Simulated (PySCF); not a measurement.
C3H13NO2Si2, SMILES CO[Si](C)(N[SiH3])OC, singlet at its GFN2-xTB optimised geometry (Å):

```
21

Si    -2.6869    -1.8178    -1.8488
N     -1.0828    -1.2878    -1.4816
Si    -0.4858    -0.6214     0.0000
C     -1.1996    -1.6043     1.4602
O     -0.9074     0.9474     0.0000
C     -0.5239     1.9390     0.9119
O      1.1505    -0.6214     0.0000
C      1.9928    -1.7368    -0.0664
H     -3.6997    -0.7621    -1.7391
H     -3.0069    -2.9011    -0.9168
H     -2.6116    -2.3098    -3.2277
H     -0.5410    -1.0083    -2.2841
H     -0.7316    -1.3145     2.3980
H     -2.2669    -1.4365     1.5598
H     -1.0489    -2.6719     1.3347
H     -1.0053     1.7760     1.8792
H      0.5583     1.9395     1.0498
H     -0.8412     2.9011     0.5084
H      1.6932    -2.4043    -0.8766
H      1.9678    -2.2933     0.8734
H      3.0069    -1.3777    -0.2463
```

Level of theory: B3LYP/def2-SVP in PySCF. Cells within 0.4 Å of a nucleus heavier than hydrogen are left out (blank, or x).

Map of the electrostatic potential (hartree/e), clipped to [-0.08, 0.12] on the plane z = 0.0 Å:

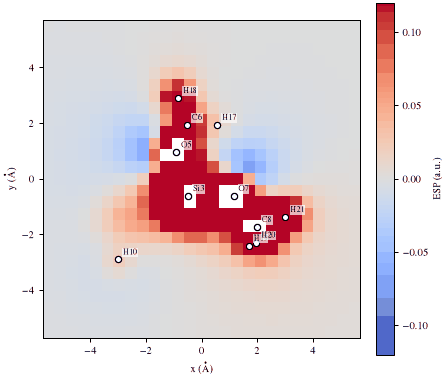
Figure: Electrostatic potential (hartree/e), clipped to [-0.08, 0.12] on the plane z = 0.0 Å.
